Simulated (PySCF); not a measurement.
# [Pm4S4]4+: other functionals and bases at one geometry

How far do other levels of theory move the description of [Pm4S4]4+, and what does each cost? The species was built from a template and needn't be a known compound.

Computed with PySCF 2.14.0. Level: several levels, as the steps say, no spin–orbit coupling.

3 further runs of the same task are left out: 2 for a known fault of the program, 1 that didn't finish.

### 1 The starting structure

8 atoms, charge 4, spin multiplicity 1.

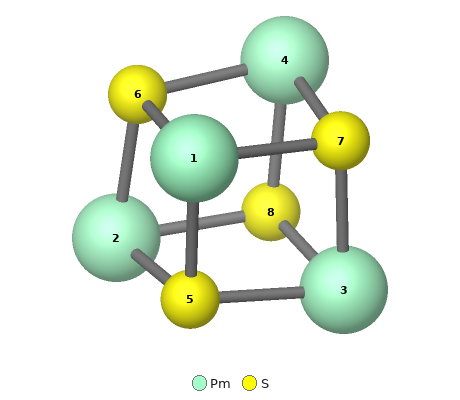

The structure; promethium light green, sulfur yellow; atoms are numbered from 1 in the order of the file.

Geometry (Å):

```xyz
8
charge 4, multiplicity 1
Pm    1.4437    1.4437    1.4437
Pm    1.4437   -1.4437   -1.4437
Pm   -1.4437    1.4437   -1.4437
Pm   -1.4437   -1.4437    1.4437
S     1.2885    1.2885   -1.2885
S     1.2885   -1.2885    1.2885
S    -1.2885    1.2885    1.2885
S    -1.2885   -1.2885   -1.2885
```

Each metal's 4 4f electrons lie in its core potential, so multiplicities, spins and levels count the valence alone. An earlier session relaxed this geometry at B3LYP, Pm lcecp-1-SVP with ECP50, S def2-SVP (singlet, point group Td).

At B3LYP on the finer grid: E = -1727.841734 Eh, HOMO -21.27 eV, LUMO -16.88 eV, Mulliken charge on Pm1 +1.51 e, largest force component 0.004 eV/Å. 

Levels to run: PBE; CAM-B3LYP; TPSSh; BLYP; B3LYP, TZVP. Hardware: 4 threads of Arm Neoverse V2, shared host.

### 2 PBE

run.py (the lines that set the calculation) reads:

```python
mol = gto.M(atom='''
Pm     1.44367     1.44367     1.44367
Pm     1.44367    -1.44367    -1.44367
Pm    -1.44367     1.44367    -1.44367
Pm    -1.44367    -1.44367     1.44367
S      1.28851     1.28851    -1.28851
S      1.28851    -1.28851     1.28851
S     -1.28851     1.28851     1.28851
S     -1.28851    -1.28851    -1.28851''',
    basis={'Pm': 'lcecp-1-SVP', 'S': 'def2-SVP'},
    ecp={'Pm': 'lcecp-1-SVP'},
    charge=4, spin=0)
mf = dft.RKS(mol, xc='PBE')
mf.grids.atom_grid = (75, 302)  # f atoms: unpruned, at least (60, 302)
mf = mf.density_fit()  # fitting sets: Pm AutoAux, S def2-universal-JKFIT
mf.conv_tol = 1e-08; mf.max_cycle = 55
mf.kernel(dm0)  # dm0: the density of the relaxed state
```

Run with:

```bash
OMP_NUM_THREADS=4 python run.py
```

The log of the run:

```text
init E= -1727.1220871446
  HOMO = -0.753147212548788  LUMO = -0.649397403457689  gap/eV = 2.82318
cycle= 1 E= -1727.11648733407  delta_E= 0.0056  |g|= 0.16  |ddm|= 0.47
  HOMO = -0.775162086848478  LUMO = -0.640302237654528  gap/eV = 3.66972
cycle= 2 E= -1727.08036859676  delta_E= 0.0361  |g|= 0.348  |ddm|= 0.828
  HOMO = -0.757643195043938  LUMO = -0.644933768456191  gap/eV = 3.06698
cycle= 3 E= -1727.12616438375  delta_E= -0.0458  |g|= 0.00592  |ddm|= 0.566
  HOMO = -0.75832669845334  LUMO = -0.645661723815299  gap/eV = 3.06577
cycle= 4 E= -1727.12617185164  delta_E= -7.47e-06  |g|= 0.0036  |ddm|= 0.0146
  HOMO = -0.758076682684946  LUMO = -0.64550363045747  gap/eV = 3.06327
cycle= 5 E= -1727.12617521165  delta_E= -3.36e-06  |g|= 0.000767  |ddm|= 0.00592
  HOMO = -0.758095600168171  LUMO = -0.64550128654558  gap/eV = 3.06385
cycle= 6 E= -1727.12617538739  delta_E= -1.76e-07  |g|= 0.000122  |ddm|= 0.0012
  HOMO = -0.758097217537901  LUMO = -0.645496172423599  gap/eV = 3.06403
cycle= 7 E= -1727.12617539389  delta_E= -6.5e-09  |g|= 1.33e-05  |ddm|= 0.00023
  HOMO = -0.75809953495238  LUMO = -0.645496356739072  gap/eV = 3.06409
Extra cycle  E= -1727.12617539369  delta_E= 1.98e-10  |g|= 2.63e-05  |ddm|= 5.67e-05
converged SCF energy = -1727.12617539369
```

Wall time 21 s (4 threads of Arm Neoverse V2, shared host).

Result: E = -1727.126175 Eh, HOMO -20.63 eV, LUMO -17.56 eV, Mulliken charge on Pm1 +1.44 e, largest force component 0.117 eV/Å. 

### 3 CAM-B3LYP

run.py (the lines that set the calculation): that of step 2 with these lines changed.

```diff
@@ -12,3 +12,3 @@
     charge=4, spin=0)
-mf = dft.RKS(mol, xc='PBE')
+mf = dft.RKS(mol, xc='CAMB3LYP')
 mf.grids.atom_grid = (75, 302)  # f atoms: unpruned, at least (60, 302)
```

Run with:

```bash
OMP_NUM_THREADS=4 python run.py
```

The log of the run:

```text
init E= -1727.60951328019
  HOMO = -0.832144094150145  LUMO = -0.571251057194906  gap/eV = 7.09926
cycle= 1 E= -1727.6137494491  delta_E= -0.00424  |g|= 0.0521  |ddm|= 0.298
  HOMO = -0.823308291011656  LUMO = -0.574397105486188  gap/eV = 6.77322
cycle= 2 E= -1727.61382015348  delta_E= -7.07e-05  |g|= 0.0499  |ddm|= 0.191
  HOMO = -0.828696962068483  LUMO = -0.573787660350073  gap/eV = 6.93644
cycle= 3 E= -1727.61465854207  delta_E= -0.000838  |g|= 0.00409  |ddm|= 0.0838
  HOMO = -0.828298840854209  LUMO = -0.573570998868768  gap/eV = 6.93150
cycle= 4 E= -1727.61466551433  delta_E= -6.97e-06  |g|= 0.00092  |ddm|= 0.0105
  HOMO = -0.828347593469702  LUMO = -0.57367888567364  gap/eV = 6.92989
cycle= 5 E= -1727.61466595401  delta_E= -4.4e-07  |g|= 0.000363  |ddm|= 0.00386
  HOMO = -0.828320746730277  LUMO = -0.573656210321355  gap/eV = 6.92978
cycle= 6 E= -1727.61466600741  delta_E= -5.34e-08  |g|= 7.97e-05  |ddm|= 0.000708
  HOMO = -0.828327702841792  LUMO = -0.573656957610854  gap/eV = 6.92994
cycle= 7 E= -1727.61466601413  delta_E= -6.72e-09  |g|= 1.13e-05  |ddm|= 0.000364
  HOMO = -0.828326877817709  LUMO = -0.573655987288046  gap/eV = 6.92995
Extra cycle  E= -1727.61466601424  delta_E= -1.09e-10  |g|= 3.82e-06  |ddm|= 3.01e-05
converged SCF energy = -1727.61466601424
```

Run time: 37 s. Hardware: 4 threads of Arm Neoverse V2, shared host.

Result: E = -1727.614666 Eh, HOMO -22.54 eV, LUMO -15.61 eV, Mulliken charge on Pm1 +1.54 e, largest force component 0.133 eV/Å. 

### 4 TPSSh

run.py (the lines that set the calculation): that of step 3 with these lines changed.

```diff
@@ -12,3 +12,3 @@
     charge=4, spin=0)
-mf = dft.RKS(mol, xc='CAMB3LYP')
+mf = dft.RKS(mol, xc='TPSSH')
 mf.grids.atom_grid = (75, 302)  # f atoms: unpruned, at least (60, 302)
```

Run with:

```bash
OMP_NUM_THREADS=4 python run.py
```

The log of the run:

```text
init E= -1727.84148182221
  HOMO = -0.771334138890153  LUMO = -0.627467951579574  gap/eV = 3.91480
cycle= 1 E= -1727.84347439451  delta_E= -0.00199  |g|= 0.0298  |ddm|= 0.355
  HOMO = -0.770996244371457  LUMO = -0.624955763087214  gap/eV = 3.97396
cycle= 2 E= -1727.84315666739  delta_E= 0.000318  |g|= 0.0413  |ddm|= 0.116
  HOMO = -0.769735290127317  LUMO = -0.626266248665105  gap/eV = 3.90399
cycle= 3 E= -1727.84371815006  delta_E= -0.000561  |g|= 0.00606  |ddm|= 0.0763
  HOMO = -0.77023278342407  LUMO = -0.626176293849703  gap/eV = 3.91998
cycle= 4 E= -1727.84373200721  delta_E= -1.39e-05  |g|= 0.0017  |ddm|= 0.0118
  HOMO = -0.770081799487966  LUMO = -0.626076977452773  gap/eV = 3.91857
cycle= 5 E= -1727.84373277911  delta_E= -7.72e-07  |g|= 0.000185  |ddm|= 0.00248
  HOMO = -0.770099427930373  LUMO = -0.626084395372521  gap/eV = 3.91885
cycle= 6 E= -1727.84373279013  delta_E= -1.1e-08  |g|= 2.52e-05  |ddm|= 0.000367
  HOMO = -0.770099553305442  LUMO = -0.626085709435997  gap/eV = 3.91882
cycle= 7 E= -1727.84373279034  delta_E= -2.11e-10  |g|= 2.61e-06  |ddm|= 4.46e-05
  HOMO = -0.770098983201965  LUMO = -0.62608514201079  gap/eV = 3.91882
Extra cycle  E= -1727.84373279033  delta_E= 1.5e-11  |g|= 3.16e-06  |ddm|= 1.22e-05
converged SCF energy = -1727.84373279033
```

Wall time 29 s (4 threads of Arm Neoverse V2, shared host).

Result: E = -1727.843733 Eh, HOMO -20.96 eV, LUMO -17.04 eV, Mulliken charge on Pm1 +1.55 e, largest force component 0.106 eV/Å. 

### 5 BLYP

run.py (the lines that set the calculation): that of step 4 with these lines changed.

```diff
@@ -12,3 +12,3 @@
     charge=4, spin=0)
-mf = dft.RKS(mol, xc='TPSSH')
+mf = dft.RKS(mol, xc='BLYP')
 mf.grids.atom_grid = (75, 302)  # f atoms: unpruned, at least (60, 302)
```

Run with:

```bash
OMP_NUM_THREADS=4 python run.py
```

The log of the run:

```text
init E= -1727.60800113567
  HOMO = -0.743884608267178  LUMO = -0.641036181368509  gap/eV = 2.79865
cycle= 1 E= -1727.60721170958  delta_E= 0.000789  |g|= 0.117  |ddm|= 0.453
  HOMO = -0.763259870636693  LUMO = -0.635297940108029  gap/eV = 3.48202
cycle= 2 E= -1727.58479903011  delta_E= 0.0224  |g|= 0.271  |ddm|= 0.632
  HOMO = -0.749120994913474  LUMO = -0.637977819433278  gap/eV = 3.02436
cycle= 3 E= -1727.61265867173  delta_E= -0.0279  |g|= 0.0079  |ddm|= 0.423
  HOMO = -0.749093652562651  LUMO = -0.638555607613016  gap/eV = 3.00789
cycle= 4 E= -1727.61268406954  delta_E= -2.54e-05  |g|= 0.00109  |ddm|= 0.0199
  HOMO = -0.749150051220803  LUMO = -0.63862742250274  gap/eV = 3.00747
cycle= 5 E= -1727.61268419509  delta_E= -1.26e-07  |g|= 0.000805  |ddm|= 0.00252
  HOMO = -0.749101840199143  LUMO = -0.638578571201336  gap/eV = 3.00749
cycle= 6 E= -1727.61268438018  delta_E= -1.85e-07  |g|= 9.18e-05  |ddm|= 0.00134
  HOMO = -0.749105952666144  LUMO = -0.638579056376154  gap/eV = 3.00759
cycle= 7 E= -1727.61268438286  delta_E= -2.68e-09  |g|= 1.83e-05  |ddm|= 0.000139
  HOMO = -0.749109644350451  LUMO = -0.638578762535047  gap/eV = 3.00770
Extra cycle  E= -1727.61268438225  delta_E= 6.09e-10  |g|= 4.42e-05  |ddm|= 9.96e-05
converged SCF energy = -1727.61268438225
```

Wall time 20 s (4 threads of Arm Neoverse V2, shared host).

Read off: E = -1727.612684 Eh, HOMO -20.38 eV, LUMO -17.38 eV, Mulliken charge on Pm1 +1.43 e, largest force component 0.126 eV/Å. 

### 6 B3LYP, TZVP

Basis: Pm lcecp-1-TZVP with ECP50, S def2-TZVP. 

run.py (the lines that set the calculation): that of step 5 with these lines changed.

```diff
@@ -9,6 +9,6 @@
 S     -1.28851    -1.28851    -1.28851''',
-    basis={'Pm': 'lcecp-1-SVP', 'S': 'def2-SVP'},
-    ecp={'Pm': 'lcecp-1-SVP'},
+    basis={'Pm': 'lcecp-1-TZVP', 'S': 'def2-TZVP'},
+    ecp={'Pm': 'lcecp-1-TZVP'},
     charge=4, spin=0)
-mf = dft.RKS(mol, xc='BLYP')
+mf = dft.RKS(mol, xc='B3LYP')
 mf.grids.atom_grid = (75, 302)  # f atoms: unpruned, at least (60, 302)
@@ -16,2 +16,2 @@
 mf.conv_tol = 1e-08; mf.max_cycle = 55
-mf.kernel(dm0)  # dm0: the density of the relaxed state
+mf.kernel(dm0)  # dm0: free metal ions and neutral atoms
```

Run with:

```bash
OMP_NUM_THREADS=4 python run.py
```

The log of the run:

```text
init E= -1727.53355175043
  HOMO = -0.970077436103016  LUMO = -0.726717949423227  gap/eV = 6.62215
cycle= 1 E= -1727.52155821733  delta_E= 0.012  |g|= 1.69  |ddm|= 3.31
  HOMO = -0.583105932686776  LUMO = -0.561219150240375  gap/eV = 0.59557
cycle= 2 E= -1723.37390019408  delta_E= 4.15  |g|= 4.11  |ddm|= 5.06
  HOMO = -0.768059730842902  LUMO = -0.604811642837053  gap/eV = 4.44221
cycle= 3 E= -1728.336266422  delta_E= -4.96  |g|= 0.402  |ddm|= 3.78
  HOMO = -0.770807395755585  LUMO = -0.629963309462015  gap/eV = 3.83256
cycle= 4 E= -1728.34556749589  delta_E= -0.0093  |g|= 0.356  |ddm|= 0.717
  HOMO = -0.774450328865384  LUMO = -0.616289897427299  gap/eV = 4.30376
cycle= 5 E= -1728.38488686127  delta_E= -0.0393  |g|= 0.0307  |ddm|= 0.366
  HOMO = -0.775780868388232  LUMO = -0.616335234882623  gap/eV = 4.33874
cycle= 6 E= -1728.38510819314  delta_E= -0.000221  |g|= 0.00391  |ddm|= 0.0316
  HOMO = -0.776302797349253  LUMO = -0.616480556553411  gap/eV = 4.34898
cycle= 7 E= -1728.38511319755  delta_E= -5e-06  |g|= 0.000446  |ddm|= 0.00541
  HOMO = -0.77628283752941  LUMO = -0.616499561077007  gap/eV = 4.34792
cycle= 8 E= -1728.38511326676  delta_E= -6.92e-08  |g|= 8.75e-05  |ddm|= 0.0009
  HOMO = -0.776278158751991  LUMO = -0.616493139345339  gap/eV = 4.34797
cycle= 9 E= -1728.3851132693  delta_E= -2.54e-09  |g|= 2.3e-05  |ddm|= 0.000137
  HOMO = -0.776276490068131  LUMO = -0.616494885874869  gap/eV = 4.34788
Extra cycle  E= -1728.38511326903  delta_E= 2.69e-10  |g|= 3.87e-05  |ddm|= 7.78e-05
converged SCF energy = -1728.38511326903
```

It took 54 s on 4 threads of Arm Neoverse V2, shared host.

Result: E = -1728.385113 Eh, HOMO -21.12 eV, LUMO -16.78 eV, Mulliken charge on Pm1 +1.68 e, largest force component 0.175 eV/Å. 

### 7 Results

| level | state | HOMO (eV) | gap (eV) | charge on Pm1 (e) | dipole (D) | largest force component (eV/Å) | basis functions | time |
| --- | --- | --- | --- | --- | --- | --- | --- | --- |
| B3LYP (relaxed here) | singlet | -21.27 | 4.39 | 1.51 | 0.00 | 0.00 | 204 | 83 s |
| PBE | singlet | -20.63 | 3.06 | 1.44 | 0.00 | 0.12 | 204 | 21 s |
| CAM-B3LYP | singlet | -22.54 | 6.93 | 1.54 | 0.00 | 0.13 | 204 | 37 s |
| TPSSh | singlet | -20.96 | 3.92 | 1.55 | 0.00 | 0.11 | 204 | 29 s |
| BLYP | singlet | -20.38 | 3.01 | 1.43 | 0.00 | 0.13 | 204 | 20 s |
| B3LYP, TZVP | singlet | -21.12 | 4.35 | 1.68 | 0.00 | 0.17 | 336 | 54 s |

Times are on 4 threads of Arm Neoverse V2, shared host; the first row also made further properties. The dipole of a charged species depends on the origin, so these sizes hold for this origin alone.

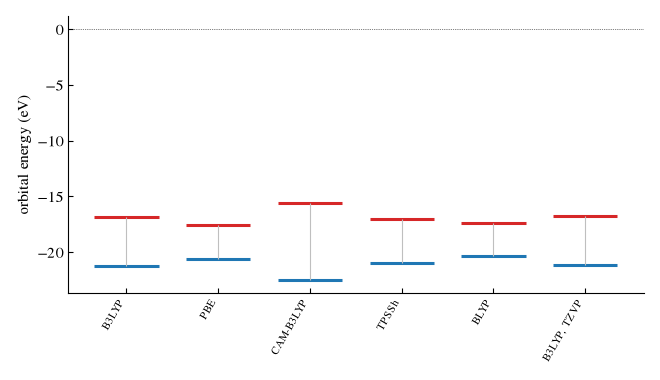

Highest filled and lowest empty level, method by method.

In one basis the HOMO–LUMO gap runs from 3.01 eV (BLYP) to 6.93 eV (CAM-B3LYP). The largest leftover force, 0.17 eV/Å with B3LYP, TZVP, stands at a geometry relaxed at another level. The Mulliken charge on Pm spans +1.43 to +1.68 e over the levels. With 4f in the core, its levels are missing from HOMO and gap, and its count is fixed, so no charge can pass from the ligands into it. Total energies of different levels can't be compared. Spin–orbit coupling is left out throughout.
